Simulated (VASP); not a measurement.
Band structure of Ho (space group P6_3/mmc). These are PBE GGA, VASP's PBE PAW potentials (set 64) (plane waves; VASP 6.6.1) values and carry that method's errors.

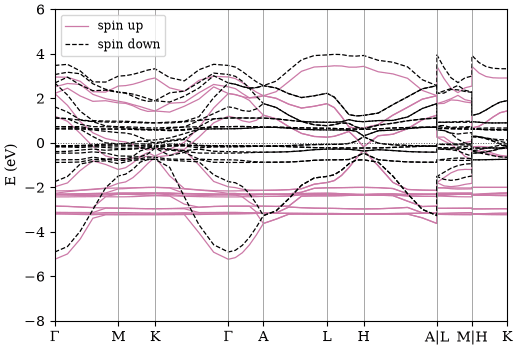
Figure. Bands along high-symmetry lines, zero at the valence-band maximum or, without a gap, the Fermi level

Read the plot: is there a gap, and where are the band edges?

It has no gap at this level: it comes out as a metal or semimetal.

The structure is a typed Ho crystal. The cell was not relaxed at this level.
